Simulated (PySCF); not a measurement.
```xyz
18

C     1.9819    0.7430   -0.8007
Si    1.8412   -0.9892   -0.0452
O     0.5368   -1.0707    0.9304
Si   -0.9223   -0.4627    1.2632
P    -0.6554    1.6573    1.9076
O    -1.8612   -0.4429   -0.0545
Si   -1.9786   -0.2994   -1.6647
H     2.0707    1.4989   -0.0227
H     1.0956    0.9830   -1.3845
H     2.8445    0.8371   -1.4532
H     2.9405   -1.2994    0.8700
H     1.6508   -2.0180   -1.0703
H    -1.5331   -1.4508    2.1389
H    -1.9009    1.7716    2.5005
H    -0.0392    1.3396    3.1072
H    -0.9552   -1.1334   -2.2940
H    -1.7892    1.1101   -2.0123
H    -3.3356   -0.7678   -1.9274
```

Geometry: GFN2-xTB.

All numbers below come from PySCF, B3LYP/def2-SVPD, SCF density, gas phase.

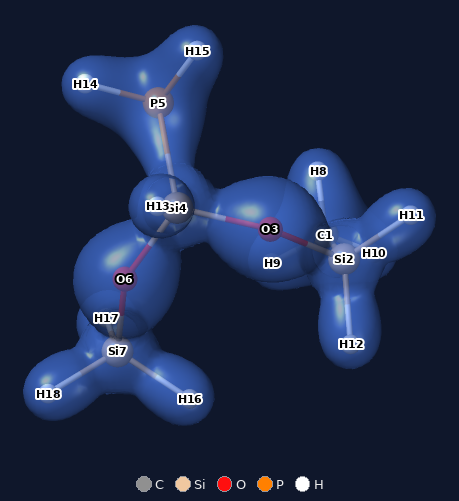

CH11O2PSi3. Isosurface of the electron density at 0.5 e/Å³ (blue), seen at a tilt.

### Which contacts does the surface bridge?

At this value the surface is in one piece. It bridges the sampled Si–O (1.62 Å), C–Si (1.89 Å), Si–P (2.23 Å) and C–H (1.09 Å) contacts, where the density stays above the isovalue. On the grid the lowest density along these lines, outside the cores, is 0.97 e/Å³ (Si–O, 1.62 Å), 0.79 e/Å³ (C–Si, 1.89 Å), 0.67 e/Å³ (Si–P, 2.23 Å) and 1.8 e/Å³ (C–H, 1.09 Å).
